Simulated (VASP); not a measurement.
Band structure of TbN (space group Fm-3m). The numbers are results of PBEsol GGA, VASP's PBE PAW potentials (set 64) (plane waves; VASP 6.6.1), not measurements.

The 4f electrons are frozen in the core of the lanthanide potential, so 4f levels, which can set the real gap, and their magnetism are missing.

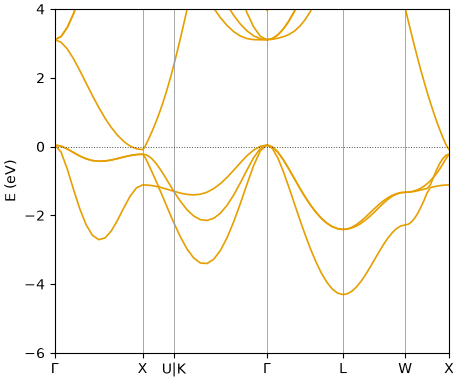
Bands along high-symmetry lines, zero at the valence-band maximum or, without a gap, the Fermi level

Question: Read the plot: is there a gap, and where are the band edges?

Answer: It has no gap at this level: it comes out as a metal or semimetal. (Edges off the drawn lines would not show.)

The structure comes from a measured TbN entry (Fm-3m) of the Crystallography Open Database, whose conditions weren't checked. It was relaxed first.
